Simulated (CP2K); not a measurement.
# C2H3F (SMILES C=CF): a chain of runs

Wanted: a series of 8 runs (HF/pcseg-1) of C2H3F. The setting varied is the cutoff. 

The results are computed with CP2K 2026.2.

6 further runs of the same task are left out: 6 set aside as unsound or not needed.

**1. Starting point**

The species is C2H3F (6 atoms), meant as a singlet with charge 0. As SMILES, `C=CF`. The coordinates come from a PBE0-D4/def2-TZVP relaxation.

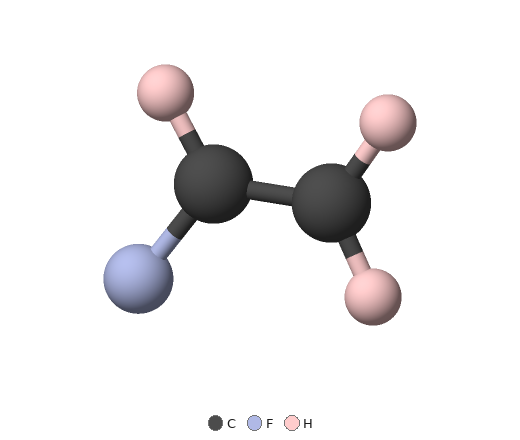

The structure, seen from a chosen angle (carbon dark grey, fluorine light blue, hydrogen pink).

**2. Energy and forces at HF/pcseg-1 (run 1)**

calc.inp

```
&GLOBAL
  PROJECT_NAME calc
  RUN_TYPE ENERGY_FORCE
  PRINT_LEVEL MEDIUM
&END GLOBAL

&FORCE_EVAL
  METHOD Quickstep
  &DFT
    BASIS_SET_FILE_NAME ./pcseg_1.basis
    POTENTIAL_FILE_NAME POTENTIAL
    &QS
      METHOD GAPW
      EPS_DEFAULT 1.0E-10
    &END QS
    &MGRID
      CUTOFF 200
      REL_CUTOFF 50
      NGRIDS 4
    &END MGRID
    &POISSON
      PERIODIC NONE
      POISSON_SOLVER WAVELET
    &END POISSON
    &SCF
      SCF_GUESS ATOMIC
      EPS_SCF 1.0E-06
      MAX_SCF 150
      ADDED_MOS 3
      &DIAGONALIZATION
        ALGORITHM STANDARD
      &END DIAGONALIZATION
      &MIXING
        METHOD DIRECT_P_MIXING
        ALPHA 0.4
      &END MIXING
    &END SCF
    &XC
      &XC_FUNCTIONAL NONE
      &END XC_FUNCTIONAL
      &HF
        FRACTION 1
        &SCREENING
          EPS_SCHWARZ 1.0E-09
        &END SCREENING
        &MEMORY
          MAX_MEMORY 1750
        &END MEMORY
      &END HF
    &END XC
    &PRINT
      &MOMENTS
        PERIODIC F
        REFERENCE COM
        MAX_MOMENT 1
      &END MOMENTS
      &MO ON
        ENERGIES T
        OCCUPATION_NUMBERS T
        NDIGITS 6
        &EACH
          QS_SCF 0
        &END EACH
        ADD_LAST NUMERIC
      &END MO
      &HIRSHFELD OFF
      &END HIRSHFELD
    &END PRINT
  &END DFT
  &SUBSYS
    &CELL
      ABC 9.2 9.2 9.2
      PERIODIC NONE
    &END CELL
    &COORD
      SCALED T
      C    0.44159783   0.51582065   0.45301630
      C    0.55314130   0.50574457   0.54208152
      F    0.60490217   0.37790761   0.58761413
      H    0.38641304   0.42020109   0.41238587
      H    0.40420652   0.62209239   0.41965761
      H    0.61358696   0.59636413   0.58709239
    &END COORD
    &KIND C
      BASIS_SET pcseg-1
      POTENTIAL ALL
    &END KIND
    &KIND F
      BASIS_SET pcseg-1
      POTENTIAL ALL
    &END KIND
    &KIND H
      BASIS_SET pcseg-1
      POTENTIAL ALL
    &END KIND
  &END SUBSYS
  &PRINT
    &FORCES ON
    &END FORCES
  &END PRINT
&END FORCE_EVAL
```

Started as:

```console
$ OMP_NUM_THREADS=2 cp2k.psmp -i calc.inp -o calc.out
```

Output:

```text
CP2K| version string:                                       CP2K version 2026.2
[...]
 GLOBAL| Method name                                                        CP2K
[...]
 GLOBAL| Run type                                                   ENERGY_FORCE
[...]
 DFT| Spin restricted Kohn-Sham (RKS) calculation                            RKS
 DFT| Multiplicity                                                             1
[...]
 DFT| Charge                                                                   0
[...]
 QS| Method:                                                                GAPW
[...]
 QS| Density cutoff [a.u.]:                                                100.0
[...]
 QS| Relative density cutoff [a.u.]:                                        25.0
[...]
                             - Atoms:                                          6
[...]
                             - Spherical basis functions:                     57
[...]
 Number of electrons:                                                         24
[...]
     1 P_Mix/Diag. 0.40E+00    1.2     0.42259328      -177.5696634207 -1.78E+02
[...]
    15 DIIS/Diag.  0.16E-05    0.2     0.00000076      -176.8359711581 -5.29E-12
  *** SCF run converged in    15 steps ***
[...]
  Overlap energy of the core charge distribution:               0.00000984800735
  Self energy of the core charge distribution:               -167.02030479950878
  Core Hamiltonian energy:                                    -17.78876196275625
  Hartree energy:                                              44.75242301272834
  Exchange-correlation energy:                                  0.00000000000000
  Hartree-Fock Exchange energy:                               -21.45057412899116
[...]
                     Mulliken Population Analysis
 #  Atom  Element  Kind  Atomic population                           Net charge
       1     C        1          6.286110                             -0.286110
       2     C        1          5.725356                              0.274644
       3     F        2          9.388754                             -0.388754
       4     H        3          0.855089                              0.144911
       5     H        3          0.861177                              0.138823
       6     H        3          0.883515                              0.116485
 # Total charge                             24.000000                  0.000000
[...]
  Dipole moment [Debye]
    X= -0.5111375E+00 Y=  0.1593867E+01 Z= -0.4607602E+00  Total=      1.7360800
 ENERGY| Total FORCE_EVAL ( QS ) energy [hartree]           -176.835971158125005
 FORCES| Atomic forces [hartree/bohr]
 FORCES|   Atom     x               y               z               |f|
 FORCES|      1  8.69583982E-03  9.64927327E-04  7.65920888E-03   1.16280779E-02
 FORCES|      2 -1.31478240E-03  2.39079848E-03 -1.25712683E-03   3.00415346E-03
 FORCES|      3 -1.18029844E-05  9.04849165E-03 -2.31629677E-03   9.34026612E-03
 FORCES|      4  2.07548111E-03  3.31537522E-03  1.56670870E-03   4.21353899E-03
 FORCES|      5  1.32953086E-03 -3.97773501E-03  1.06240522E-03   4.32651510E-03
 FORCES|      6 -3.28997771E-03 -6.25991812E-03 -2.49712798E-03   7.49974509E-03
 FORCES| Sum     7.48428870E-03  5.48193956E-03  4.21777121E-03
 FORCES| Total atomic force                                       1.01909682E-02
[...]
```

Run time: 6 s. Hardware: 2 threads of Intel Xeon Platinum 8488C (Sapphire Rapids), shared host; peak memory 0.5 GiB.

**3. The distorted shape: energy and gradient at HF/pcseg-1 (run 2)**

molecule.inp

```
&GLOBAL
  PROJECT_NAME molecule
  RUN_TYPE ENERGY_FORCE
  PRINT_LEVEL MEDIUM
&END

&FORCE_EVAL
  METHOD QUICKSTEP
  &DFT
    BASIS_SET_FILE_NAME ./pcseg_1.basis
    POTENTIAL_FILE_NAME POTENTIAL
    &QS
      METHOD GAPW
      EPS_DEFAULT 1.0E-10
    &END
    ! real-space grids
    &MGRID
      CUTOFF 200
      REL_CUTOFF 50
      NGRIDS 4
    &END
    ! cluster boundary conditions
    &POISSON
      PERIODIC NONE
      POISSON_SOLVER WAVELET
    &END
    ! self-consistent field
    &SCF
      SCF_GUESS ATOMIC
      EPS_SCF 1.0E-06
      MAX_SCF 150
      ADDED_MOS 3
      &DIAGONALIZATION
        ALGORITHM STANDARD
      &END
      &MIXING
        METHOD DIRECT_P_MIXING
        ALPHA 0.4
      &END
    &END
    ! functional
    &XC
      &XC_FUNCTIONAL NONE
      &END
      &HF
        FRACTION 1
        &SCREENING
          EPS_SCHWARZ 1.0E-09
        &END
        &MEMORY
          MAX_MEMORY 1750
        &END
      &END
    &END
    &PRINT
      &MOMENTS
        PERIODIC F
        REFERENCE COM
        MAX_MOMENT 1
      &END
      &MO ON
        ENERGIES T
        OCCUPATION_NUMBERS T
        NDIGITS 6
        &EACH
          QS_SCF 0
        &END
        ADD_LAST NUMERIC
      &END
      &HIRSHFELD OFF
      &END
    &END
  &END
  ! structure
  &SUBSYS
    &CELL
      ABC 9.2 9.2 9.2
      PERIODIC NONE
    &END
    &COORD
      SCALED T
      C    0.43857467   0.51582065   0.45102598
      C    0.55011815   0.50574457   0.54009120
      F    0.60187902   0.37790761   0.58562380
      H    0.38338989   0.42020109   0.41039554
      H    0.40118337   0.62209239   0.41766728
      H    0.61661011   0.60542870   0.58960446
    &END
    &KIND C
      BASIS_SET pcseg-1
      POTENTIAL ALL
    &END
    &KIND F
      BASIS_SET pcseg-1
      POTENTIAL ALL
    &END
    &KIND H
      BASIS_SET pcseg-1
      POTENTIAL ALL
    &END
  &END
  ! extra output
  &PRINT
    &FORCES ON
    &END
  &END
&END
```

Started as:

```console
$ OMP_NUM_THREADS=2 cp2k.psmp -i molecule.inp > molecule.out 2>&1
```

Output, cut to the lines that bear on the results:

```text
CP2K| version string:                                       CP2K version 2026.2
[...]
 GLOBAL| Method name                                                        CP2K
[...]
 GLOBAL| Run type                                                   ENERGY_FORCE
[...]
 DFT| Spin restricted Kohn-Sham (RKS) calculation                            RKS
 DFT| Multiplicity                                                             1
[...]
 DFT| Charge                                                                   0
[...]
 QS| Method:                                                                GAPW
[...]
 QS| Density cutoff [a.u.]:                                                100.0
[...]
 QS| Relative density cutoff [a.u.]:                                        25.0
[...]
                             - Atoms:                                          6
[...]
                             - Spherical basis functions:                     57
[...]
 Number of electrons:                                                         24
[...]
     1 P_Mix/Diag. 0.40E+00    1.3     0.41907486      -177.4991465619 -1.77E+02
[...]
    15 DIIS/Diag.  0.16E-05    0.2     0.00000076      -176.8272439642 -6.05E-12
  *** SCF run converged in    15 steps ***
[...]
  Overlap energy of the core charge distribution:               0.00000888747522
  Self energy of the core charge distribution:               -167.02030479950878
  Core Hamiltonian energy:                                    -17.89647482558381
  Hartree energy:                                              44.83904379314689
  Exchange-correlation energy:                                  0.00000000000000
  Hartree-Fock Exchange energy:                               -21.40780377569869
[...]
                     Mulliken Population Analysis
 #  Atom  Element  Kind  Atomic population                           Net charge
       1     C        1          6.275807                             -0.275807
       2     C        1          5.780134                              0.219866
       3     F        2          9.382420                             -0.382420
       4     H        3          0.853834                              0.146166
[...]
  Dipole moment [Debye]
    X= -0.5213095E+00 Y=  0.1567606E+01 Z= -0.4677866E+00  Total=      1.7169669
 ENERGY| Total FORCE_EVAL ( QS ) energy [hartree]           -176.827243964180099
[...]
```

Run time: 6 s. Hardware: 2 threads of Intel Xeon Platinum 8488C (Sapphire Rapids), shared host; peak memory 0.5 GiB.

Runs 3 to 7 aren't shown in full; the table further down has their settings and results.

**4. The distorted shape: energy and gradient at HF/pcseg-1 (run 8)**

calc.inp

```
&GLOBAL
    PROJECT calc
    RUN_TYPE ENERGY_FORCE
    PRINT_LEVEL MEDIUM
&END

&FORCE_EVAL
    METHOD QS
    &DFT
        BASIS_SET_FILE_NAME ./pcseg_1.basis
        POTENTIAL_FILE_NAME POTENTIAL
        &QS
            METHOD GAPW
            EPS_DEFAULT 1.0E-10
        &END
        &MGRID
            CUTOFF 550
            REL_CUTOFF 50
            NGRIDS 4
        &END
        &POISSON
            PERIODIC NONE
            POISSON_SOLVER WAVELET
        &END
        ! self-consistent field
        &SCF
            SCF_GUESS ATOMIC
            EPS_SCF 1.0E-06
            MAX_SCF 150
            ADDED_MOS 3
            &DIAGONALIZATION
                ALGORITHM STANDARD
            &END
            &MIXING
                METHOD DIRECT_P_MIXING
                ALPHA 0.4
            &END
        &END
        ! functional
        &XC
            &XC_FUNCTIONAL NONE
            &END
            &HF
                FRACTION 1
                &SCREENING
                    EPS_SCHWARZ 1.0E-09
                &END
                &MEMORY
                    MAX_MEMORY 1750
                &END
            &END
        &END
        &PRINT
            &MOMENTS
                PERIODIC F
                REFERENCE COM
                MAX_MOMENT 1
            &END
            &MO ON
                ENERGIES T
                OCCUPATION_NUMBERS T
                NDIGITS 6
                &EACH
                    QS_SCF 0
                &END
                ADD_LAST NUMERIC
            &END
            &HIRSHFELD OFF
            &END
        &END
    &END
    &SUBSYS
        ! vacuum box
        &CELL
            ABC 9.2 9.2 9.2
            PERIODIC NONE
        &END
        &COORD
            SCALED T
            C    0.43857467   0.51582065   0.45102598
            C    0.55011815   0.50574457   0.54009120
            F    0.60187902   0.37790761   0.58562380
            H    0.38338989   0.42020109   0.41039554
            H    0.40118337   0.62209239   0.41766728
            H    0.61661011   0.60542870   0.58960446
        &END
        &KIND C
            BASIS_SET pcseg-1
            POTENTIAL ALL
        &END
        &KIND F
            BASIS_SET pcseg-1
            POTENTIAL ALL
        &END
        &KIND H
            BASIS_SET pcseg-1
            POTENTIAL ALL
        &END
    &END
    ! extra output
    &PRINT
        &FORCES ON
        &END
    &END
&END
```

Started as:

```console
$ OMP_NUM_THREADS=2 cp2k.psmp calc.inp > calc.out
```

Output, cut to the lines that bear on the results:

```text
CP2K| version string:                                       CP2K version 2026.2
[...]
 GLOBAL| Method name                                                        CP2K
[...]
 GLOBAL| Run type                                                   ENERGY_FORCE
[...]
 DFT| Spin restricted Kohn-Sham (RKS) calculation                            RKS
 DFT| Multiplicity                                                             1
[...]
 DFT| Charge                                                                   0
[...]
 QS| Method:                                                                GAPW
[...]
 QS| Density cutoff [a.u.]:                                                275.0
[...]
 QS| Relative density cutoff [a.u.]:                                        25.0
[...]
                             - Atoms:                                          6
[...]
                             - Spherical basis functions:                     57
[...]
 Number of electrons:                                                         24
[...]
     1 P_Mix/Diag. 0.40E+00    2.6     0.41908026      -177.4992945740 -1.77E+02
[...]
    15 DIIS/Diag.  0.16E-05    1.2     0.00000076      -176.8274090933 -5.88E-12
  *** SCF run converged in    15 steps ***
[...]
  Overlap energy of the core charge distribution:               0.00000888747522
  Self energy of the core charge distribution:               -167.02030479950878
  Core Hamiltonian energy:                                    -17.89651859039408
  Hartree energy:                                              44.83895818214026
  Exchange-correlation energy:                                  0.00000000000000
  Hartree-Fock Exchange energy:                               -21.40779774125796
[...]
                     Mulliken Population Analysis
 #  Atom  Element  Kind  Atomic population                           Net charge
       1     C        1          6.275794                             -0.275794
       2     C        1          5.780142                              0.219858
       3     F        2          9.382404                             -0.382404
       4     H        3          0.853839                              0.146161
[...]
  Dipole moment [Debye]
    X= -0.5212968E+00 Y=  0.1567406E+01 Z= -0.4678411E+00  Total=      1.7167953
 ENERGY| Total FORCE_EVAL ( QS ) energy [hartree]           -176.827409093282739
[...]
```

Run time: 23 s. Hardware: 2 threads of Intel Xeon Platinum 8488C (Sapphire Rapids), shared host; peak memory 1 GiB.

**5. The series**

| run | cutoff | partner | energy (Eh) | dipole moment (D) | HOMO energy (eV) | LUMO energy (eV) | wall time |
| --- | --- | --- | --- | --- | --- | --- | --- |
| 1 | 200 | base | -176.835971 | 1.74 | -10.52 | 4.34 | 6 s |
| 2 | 200 | C2–H6 1.19 Å | -176.827244 | 1.72 | -10.54 | 4.35 | 6 s |
| 3 | 280 | base | -176.835676 | 1.74 | -10.52 | 4.34 | 7.8 s |
| 4 | 280 | C2–H6 1.19 Å | -176.827419 | 1.72 | -10.54 | 4.35 | 7.8 s |
| 5 | 400 | base | -176.835665 | 1.74 | -10.52 | 4.34 | 12 s |
| 6 | 400 | C2–H6 1.19 Å | -176.827409 | 1.72 | -10.54 | 4.35 | 12 s |
| 7 | 550 | base | -176.835665 | 1.74 | -10.52 | 4.34 | 23 s |
| 8 | 550 | C2–H6 1.19 Å | -176.827409 | 1.72 | -10.54 | 4.35 | 23 s |

Convergence of the total energy of singlet C2H3F with the cutoff, against the last point:

| cutoff | from the last (mEh) | wall time |
| --- | --- | --- |
| 200 Ry | -0.306 | 6 s |
| 280 Ry | -0.011 | 7.8 s |
| 400 Ry | -0.000 | 12 s |
| 550 Ry | +0.000 | 23 s |

Convergence of the energy change with the C2–H6 bond stretched from 1.084 to 1.193 Å of singlet C2H3F with the cutoff, against the last point:

| cutoff | from the last (eV) | wall time |
| --- | --- | --- |
| 200 Ry | +0.0128 | 12 s |
| 280 Ry | +0.0000 | 16 s |
| 400 Ry | -0.0000 | 24 s |
| 550 Ry | +0.0000 | 46 s |

**6. Summary of results**

| quantity | value |
| --- | --- |
| distorted shape, run 8: total energy | -176.82741 Eh |
| distorted shape, run 8: dipole moment | 1.72 D |
| distorted shape, run 8: HOMO energy | -10.54 eV |
| distorted shape, run 8: LUMO energy | 4.35 eV |
| distorted shape, run 8: HOMO–LUMO gap | 14.88 eV |
| distorted shape, run 8: largest force on an atom | 3.442 eV/Å |
| energy change with the C2–H6 bond stretched from 1.084 to 1.193 Å (run 1, cutoff 200) | 0.237 eV |
| energy change with the C2–H6 bond stretched from 1.084 to 1.193 Å (run 3, cutoff 280) | 0.225 eV |
| energy change with the C2–H6 bond stretched from 1.084 to 1.193 Å (run 5, cutoff 400) | 0.225 eV |
| energy change with the C2–H6 bond stretched from 1.084 to 1.193 Å (run 7, cutoff 550) | 0.225 eV |

For the total energy of singlet C2H3F to stay within 0.1 mEh of the last point, 280 Ry is the first point of the series from which all later ones do (7.8 s against 23 s). For the energy change with the C2–H6 bond stretched from 1.084 to 1.193 Å of singlet C2H3F to stay within 0.01 eV of the last point, 280 Ry is the first point of the series from which all later ones do (16 s against 46 s). For the energy change with the C2–H6 bond stretched from 1.084 to 1.193 Å of singlet C2H3F to stay within 0.001 eV of the last point, 280 Ry is the first point of the series from which all later ones do (16 s against 46 s). All runs together took 98 s, the longest 23 s.
